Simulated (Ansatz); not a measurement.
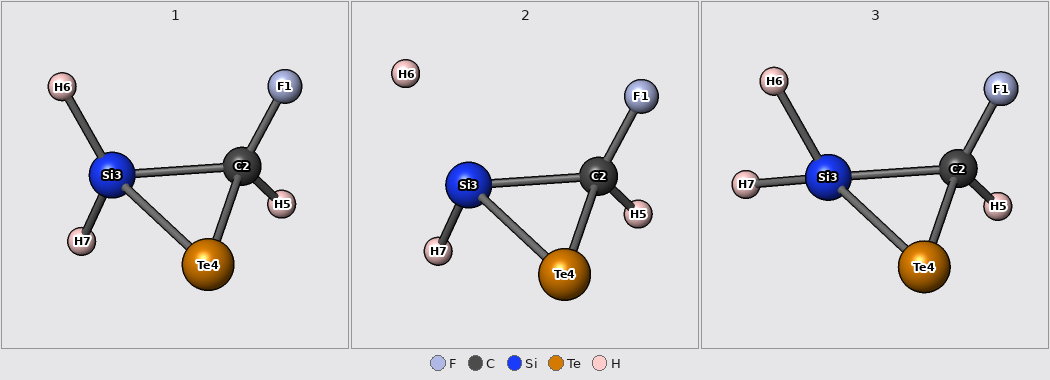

CH3FSiTe, SMILES FC1[SiH2][Te]1. First axis: bond length Si3–H6. Second axis: angle H7–Si3–H6. Nothing is relaxed (all other coordinates rigid). The scan uses a 7 × 7 grid. Points are written as (first, second). Energies: eV, counted from the lowest grid point. Method: Ansatz 0.2.0, RKS PBE0-D4/def2-SVP.

The numbered pictures are structures from this grid.

Which is the most stable, and how do the others follow?

Answer. 1, at (1.545 Å, 128.5°): 0.15 eV; 3, at (1.679 Å, 83.5°): 0.79 eV; 2, at (1.947 Å, 128.5°): 1.18 eV.

The map, with the structures marked:

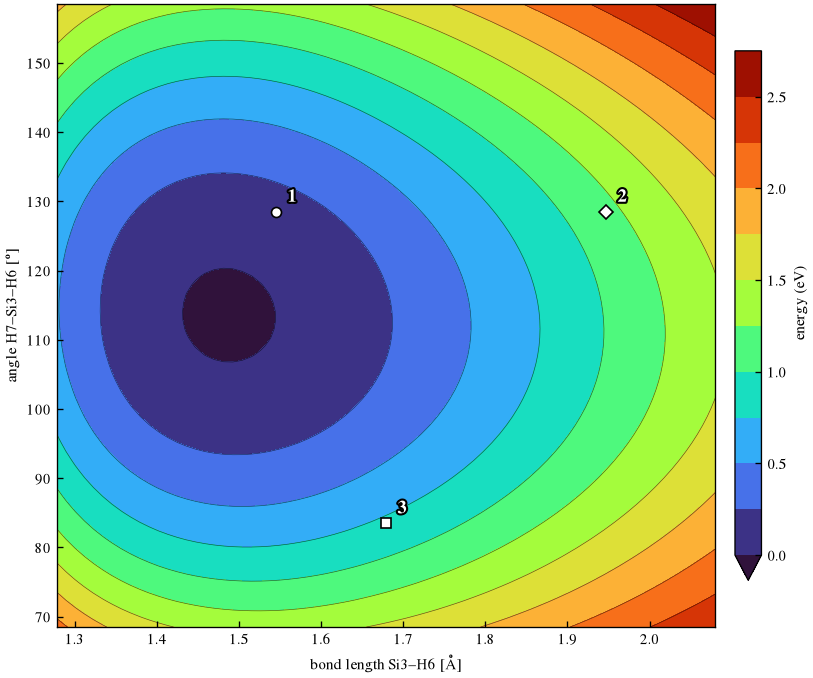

The picture shows filled contours. Between grid points the surface is interpolated.
